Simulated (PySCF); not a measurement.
**CISD/STO-6G run of SiSe (SMILES [Si][Se])**

What is the vertical singlet–triplet gap of SiSe at CISD/STO-6G? Input form: a Python script.

The results are computed with PySCF 2.14.0.

7 further runs of the same task are left out: 7 set aside as unsound or not needed.

## (1) The structure to begin with

SiSe has 2 atoms, charge 0, and is taken as a singlet. SMILES: `[Si][Se]`. The coordinates come from a PBE0-D4/def2-TZVP relaxation.

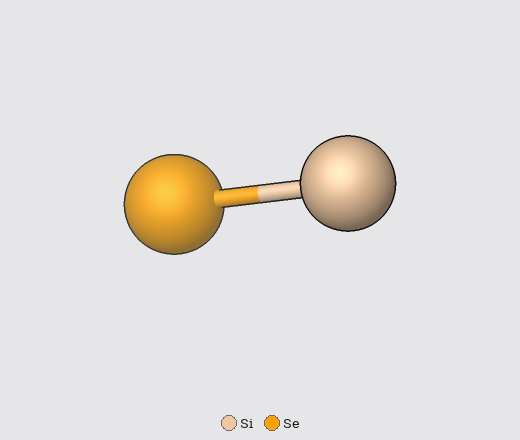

Viewed from a chosen angle; silicon light orange, selenium orange.

## (2) The energy at CISD/STO-6G

Contents of run.py:

```python
# SiSe
from pyscf import gto, scf, ci

mol = gto.M(
    atom='Si 0.000000 0.000000 0.031440; Se -0.000000 -0.000000 2.093090',
    basis='sto-6g',
    max_memory=1860,
    charge=0,
    verbose=3,
    spin=0,
)

mf = scf.RHF(mol)
mf.conv_tol = 1e-10
mf.kernel()
if not mf.converged:
    mf = mf.newton().run(mf.mo_coeff, mf.mo_occ)

cisd = ci.CISD(mf, frozen=14)
cisd.kernel()
e_tot = cisd.e_tot
print('E(%s) = %.9f' % ('CISD', e_tot))
```

Run with:

```sh
$ OMP_NUM_THREADS=1 python run.py
```

Output:

```text
converged SCF energy = -2675.56123185861
E(RCISD) = -2675.639847050732  E_corr = -0.07861519212663537
E(CISD) = -2675.639847051
```

Run time: 1.3 s. Hardware: 1 thread of Arm Neoverse V1, shared host; peak memory 0.1 GiB.

## (3) The triplet

Contents of calc.py:

```python
from pyscf import gto, scf, ci

molecule = gto.M(
    atom='Si 0.000000 0.000000 0.031440; Se -0.000000 -0.000000 2.093090',
    charge=0,
    spin=2,
    max_memory=1860,
    verbose=3,
    basis='sto-6g',
)

mf = scf.UHF(molecule)
mf.conv_tol = 1e-10
mf.kernel()
if not mf.converged:
    mf = mf.newton().run(mf.mo_coeff, mf.mo_occ)

cisd = ci.CISD(mf, frozen=14)
cisd.kernel()
energy = cisd.e_tot
print(f'total energy: {energy:.8f} hartree')
```

Run with:

```sh
$ OMP_NUM_THREADS=1 python calc.py
```

Output:

```text
WARN: HOMO -0.0391670368217597 >= LUMO -0.38805474193313

converged SCF energy = -2675.45580637124  <S^2> = 2.0503891  2S+1 = 3.0334067
E(UCISD) = -2675.511997418496  E_corr = -0.05619104725576931
total energy: -2675.51199742 hartree
```

It took 1.4 s on 1 thread of Arm Neoverse V1, shared host; peak memory 0.1 GiB.

## (4) Summary of results

Level: CISD/STO-6G, 14 core orbitals frozen.

| quantity | value |
| --- | --- |
| singlet: total energy | -2675.63985 Eh |
| singlet: dipole moment (Hartree–Fock density) | 3.62 D |
| singlet: HOMO energy (Hartree–Fock orbitals) | -6.50 eV |
| singlet: LUMO energy (Hartree–Fock orbitals) | 5.44 eV |
| singlet: HOMO–LUMO gap (Hartree–Fock orbitals) | 11.94 eV |
| singlet: correlation energy (14 core orbitals frozen) | -78.6 mEh |
| triplet: total energy | -2675.51200 Eh |
| triplet: dipole moment (Hartree–Fock density) | 4.02 D |
| triplet: HOMO energy (Hartree–Fock orbitals) (highest over α and β) | -3.86 eV |
| triplet: LUMO energy (Hartree–Fock orbitals) (lowest over α and β) | 2.41 eV |
| triplet: correlation energy (14 core orbitals frozen) | -56.2 mEh |
| triplet: ⟨S²⟩ of the reference determinant | 2.050 |
| vertical energy of the triplet above the singlet | 3.479 eV |

At this shape the triplet lies 3.48 eV (80 kcal/mol) above the singlet. In a minimal basis such a difference can be off by several eV, whatever the method.
